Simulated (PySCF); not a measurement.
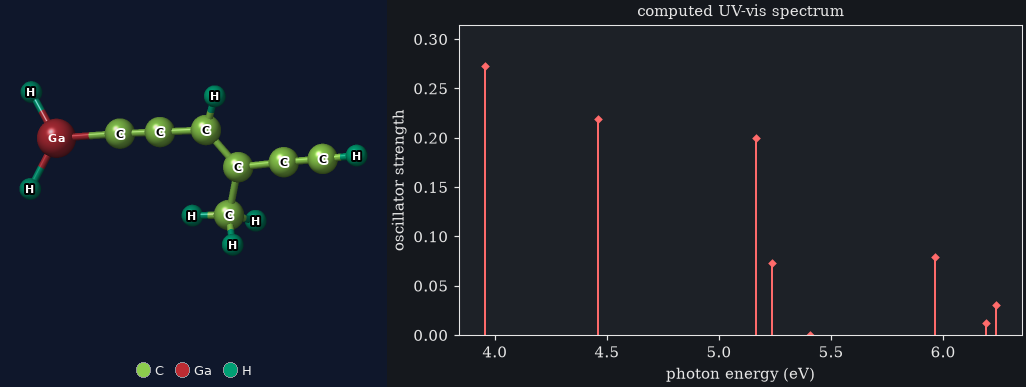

Computed absorption of C₇H₇Ga, SMILES C#C/C(C)=C/C#[C][GaH2], singlet. Vertical TDDFT excitations, CAM-B3LYP/def2-SVPD, PySCF 2.14.0, at a GFN2-xTB geometry (no frequency check), gas phase. The lowest 8 singlet states are shown.

**Which of the computed transitions is the brightest, and what character does the calculation give it?**

S1 at 3.95 eV (314 nm), f = 0.273, mainly HOMO → LUMO (73 %).

**Does any vertical transition fall in the visible?**

No singlet lies below 3.1 eV (beyond 400 nm), so at this level no vertical transition falls in the visible.

**List the transitions behind the spectrum.**

```
state  E (eV)  λ (nm)      f        main character
   S1    3.95     314  0.273    HOMO → LUMO (73 %)
   S2    4.46     278  0.219  HOMO−1 → LUMO (73 %)
   S3    5.17     240  0.200  HOMO → LUMO+1 (46 %)
   S4    5.24     237  0.073  HOMO → LUMO+1 (34 %)
   S5    5.41     229  0.000  HOMO−4 → LUMO (34 %)
   S6    5.96     208  0.079  HOMO−4 → LUMO (31 %)
   S7    6.19     200  0.012  HOMO → LUMO+3 (23 %)
   S8    6.24     199  0.030  HOMO−3 → LUMO (31 %)
```

Caveats: the tight-binding geometry is rougher than a DFT one and adds to the error; core orbitals are frozen in the response.
